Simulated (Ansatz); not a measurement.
# CH3F (fluoromethane) at r2SCAN0/def2-TZVPP

Aim: the vertical singlet–triplet gap of CH3F (fluoromethane) at r2SCAN0/def2-TZVPP, from 2 runs. 

The results are computed with Ansatz 0.2.0.

45 further runs of the same task are left out: 45 set aside as unsound or not needed.

**1. Starting point**

The species is CH3F (5 atoms), meant as a singlet with charge 0. As SMILES, `CF`. The shape is that of a PBE0-D4/def2-TZVP optimisation.

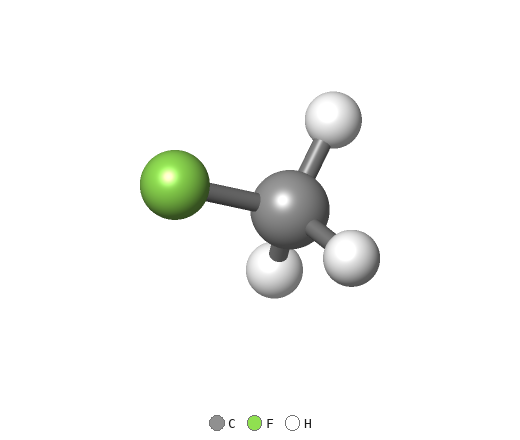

Viewed from a chosen angle; carbon grey, fluorine green, hydrogen white.

**2. The energy at r2SCAN0/def2-TZVPP**

File run.yaml:

```yaml
basis:
  gaussian: {orbitals: def2-TZVPP}
crystal:
  periodic: [false, false, false]
  atoms:
    - {symbol: C, position_ang: [-0.050700, 0.032900, 0.007800]}
    - {symbol: F, position_ang: [1.094100, -0.710500, -0.168600]}
    - {symbol: H, position_ang: [-0.918700, -0.626900, -0.058000]}
    - {symbol: H, position_ang: [-0.104800, 0.796000, -0.772000]}
    - {symbol: H, position_ang: [-0.019800, 0.508500, 0.990700]}
hamiltonian: {xc: {name: r2SCAN0}}
accuracy: high
output: {orbitals: {seedname: orbitals}}
```

On the command line:

```console
$ ansatz run run.yaml --threads 1 --pin off --max-ram 3480MiB --events-out events.jsonl --progress --plain --runs-dir runs
```

Log:

```text
Warning: RAYON_NUM_THREADS=1 ignored (pool sized by the plan → 1); use --threads N
Functional definition: r2SCAN0
  name "r2SCAN0"
  parameter a = 0.25
  parameter k0 = 0.174
  parameter k1 = 0.065
  parameter a1 = 4.9479
  exchange = (1 - a)*r2scan_x(k0 = k0, k1 = k1, a1 = a1) + a*exact_x
  correlation = r2scan_c
1796 factors; integrals over basis functions are off by at most 3.2e-9 eV
mean field evaluation 1: about -3800.1212 eV, gradient 3.0e1 eV
mean field evaluation 2: about -3800.5230 eV, gradient 2.7e1 eV
mean field evaluation 4: about -3801.8499 eV, gradient 1.3e0 eV
mean field evaluation 8: about -3801.8544 eV, gradient 1.5e-3 eV
mean field evaluation 16: about -3801.8544 eV, gradient 8.6e-8 eV
mean field -3801.85441050 eV, -139.7155725963 hartree, gradient 1.1e-8 eV, S^2 0.000000; 0 other end points of the search recorded, 0 dependent functions left out
reference -3801.85441099 eV, -139.7155726143 hartree; 9, 9 occupied and 95, 95 virtual orbitals, 1796 factors
Total energy: -3801.85441099 eV, -139.7155726143 hartree
```

Wall time 6.6 s (1 thread of Arm Neoverse V1, shared host); peak memory 0.26 GiB.

**3. The triplet, same level**

File input.yaml:

```yaml
crystal:
  periodic: [false, false, false]
  atoms:
    - {symbol: C, position_ang: [-0.050700, 0.032900, 0.007800]}
    - {symbol: F, position_ang: [1.094100, -0.710500, -0.168600]}
    - {symbol: H, position_ang: [-0.918700, -0.626900, -0.058000]}
    - {symbol: H, position_ang: [-0.104800, 0.796000, -0.772000]}
    - {symbol: H, position_ang: [-0.019800, 0.508500, 0.990700]}
basis:
  gaussian:
    orbitals: def2-TZVPP
magnetization:
  spin_polarized: true
  initial_magnetization: 2
hamiltonian:
  xc: {name: r2SCAN0}
accuracy: high
output: {orbitals: {seedname: orbitals}}
```

On the command line:

```console
$ ansatz run input.yaml --threads 1 --pin off --max-ram 3480MiB --events-out events.jsonl --progress --plain --runs-dir runs
```

Log (excerpt; [...] marks lines left out):

```text
Warning: RAYON_NUM_THREADS=1 ignored (pool sized by the plan → 1); use --threads N
[... 2 set-up lines as earlier in the session ...]
[...]
1796 factors; integrals over basis functions are off by at most 3.2e-9 eV
[...]
mean field -3792.45324073 eV, -139.3700859799 hartree, gradient 5.0e-8 eV, S^2 2.006506; 8 other end points of the search recorded, 0 dependent functions left out
reference -3792.45324213 eV, -139.3700860311 hartree; 10, 8 occupied and 94, 96 virtual orbitals, 1796 factors
Total energy: -3792.45324213 eV, -139.3700860311 hartree
```

Wall time 75 s (1 thread of Arm Neoverse V1, shared host); peak memory 0.4 GiB.

**4. Outcome**

At r2SCAN0/def2-TZVPP:

```
                                        quantity          value
                           singlet: total energy  -139.71557 Eh
                            singlet: HOMO energy      -10.10 eV
                            singlet: LUMO energy        2.31 eV
                          singlet: HOMO–LUMO gap       12.41 eV
                           triplet: total energy  -139.37009 Eh
     triplet: HOMO energy (highest over α and β)       -1.41 eV
                                   triplet: ⟨S²⟩          2.007
vertical energy of the triplet above the singlet       9.401 eV
```

At this shape the triplet lies 9.40 eV (217 kcal/mol) above the singlet.
